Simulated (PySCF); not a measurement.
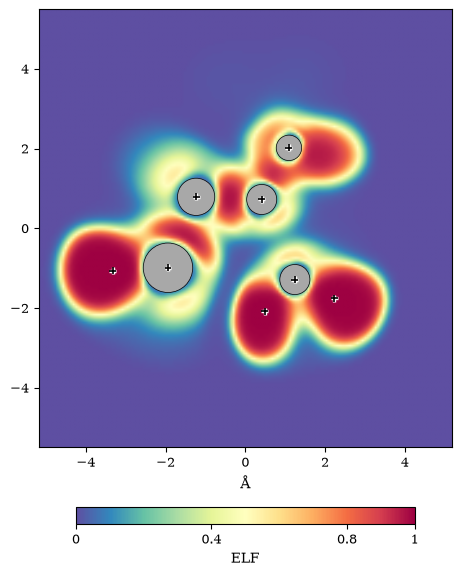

The ELF on a plane through atoms (crosses mark nuclei in the plane; grey discs cover the cores).

The calculation used PySCF, PBE0/pcSseg-1, SCF density, gas phase, non-relativistic.

Candidates:
A. C3H12OSi4
B. C6H17BNP (SMILES CN(C)C1([BH2-][PH3+])CCC1)
C. C3H6BClO (SMILES ClBOC1CC1)

**Which system is this?**

Candidate B: C6H17BNP on the plane of atoms B5, P6 and H20, which holds N, C, B, P and H. C–N (1.46 Å): the ELF peaks at about 0.90 between the atoms: a covalent bond. C–B (1.65 Å): the ELF peaks at about 0.95 between the atoms (a shared electron pair).
